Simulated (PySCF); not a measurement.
## Electronic structure of C$_{2}$H$_{8}$InN (SMILES [CH3][In]([CH3])[NH2]) in real space

Input

```
{"job": {"kind": "uv", "xc": "PBE0", "basis": "def2-SVPD", "ip": true, "nstates": 10}, "charge": 0, "multiplicity": 1}
In    -0.045210    -0.068935     0.009032
C      2.097872    -0.345746    -0.023154
H      2.345133    -1.390492    -0.258917
H      2.520090    -0.097904     0.962491
H      2.564300     0.311936    -0.770842
C     -1.222569     1.742185    -0.044896
H     -2.265966     1.531485     0.228906
H     -1.203238     2.161792    -1.062219
H     -0.814349     2.495810     0.643906
N     -1.121498    -1.786768     0.088311
H     -0.721636    -2.718049     0.096738
H     -2.132937    -1.835334     0.130644
```

Launched as:

```sh
OMP_NUM_THREADS=1 python probes_run.py task.json out
```

Geometry: PBE0-D3(BJ)/def2-SVP; core potentials replace the inner electrons of In.

Level of theory: PySCF, PBE0/def2-SVPD, SCF density, gas phase, scalar-relativistic core potentials on the heavy atoms.

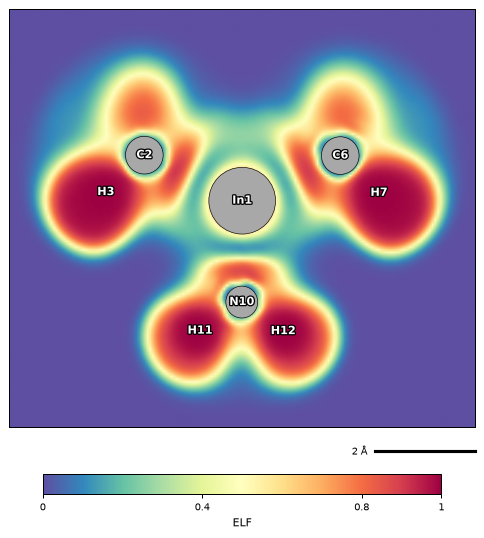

Figure 1. ELF on the plane of atoms H11, N10 and H12. Grey discs cover the atomic cores.

Q: What do the fields say about this system?

A: The plane passes through In, C, H and N nuclei.
In–N (2.03 Å): the ELF peaks at about 0.85 in the valence shell of N, 0.6 Å from its nucleus, and drops to about 0.15 between the two atoms.
C–In (2.16 Å): the ELF peaks at about 0.90 in the valence shell of C, 0.7 Å from its nucleus, and drops to about 0.15 between the two atoms.
N–H (1.01 Å): the ELF climbs to about 1 towards the hydrogen, as it does in any bond to H; a covalent bond by its length.
C–H (1.10 Å): the ELF climbs to about 1 towards the hydrogen: a covalent bond by its length.

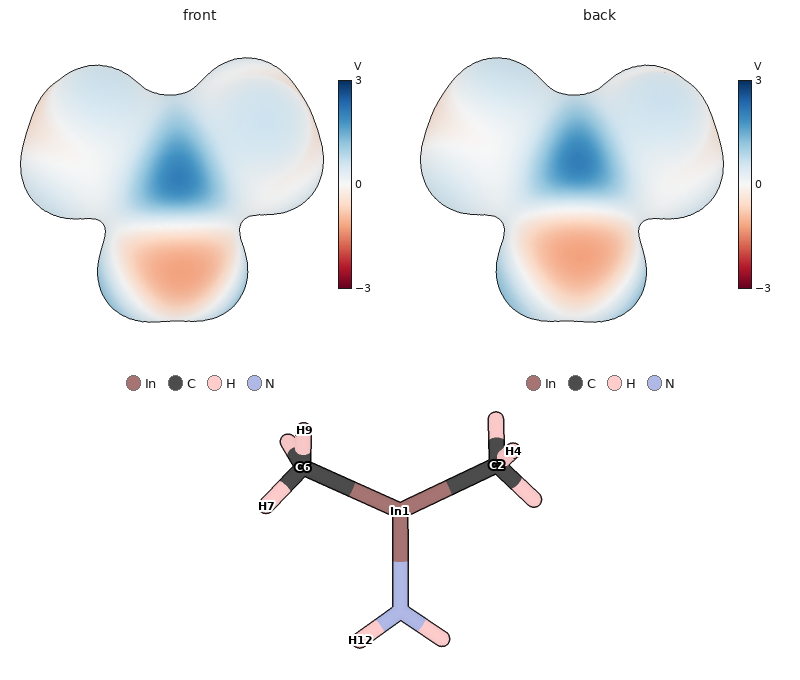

Figure 2. The electrostatic potential painted on the density surface at 0.002 e/bohr³, seen from the front and from behind; the colour scale runs from red (negative) to blue (positive). The bare structure is drawn below in the same view.

Q: Which sites attract a positive test charge, and which a negative one?

A: A positive charge is drawn to the negative regions and a negative charge to the positive ones. The most negative region (about −1.2 V) lies over N10, the most positive (about +2.0 V) over In1. N10 is the likeliest acceptor of a hydrogen bond.

Q: How polar is the molecule by this calculation?

A: Its dipole moment is 0.37 D.
